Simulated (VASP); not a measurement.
Band structure of BaPd₂As₂ (space group I4/mmm). Computed with PBEsol GGA, VASP's PBE PAW potentials (set 64) (plane waves; VASP).

Unless said otherwise, spin-orbit coupling is left out, though it shifts the bands of the heavy elements here.

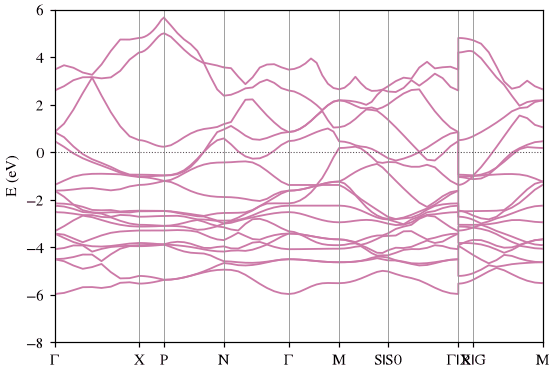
Figure: Bands along high-symmetry lines, zero at the valence-band maximum or, without a gap, the Fermi level

Q: Read the plot: is there a gap, and where are the band edges?

A: It has no gap at this level: it comes out as a metal or semimetal. (Edges off the drawn lines would not show.)

The structure comes from a computed database's BaPd2As2 entry (I4/mmm); how it stands against other phases isn't given here. It was relaxed first, which changed the volume by -5 %.
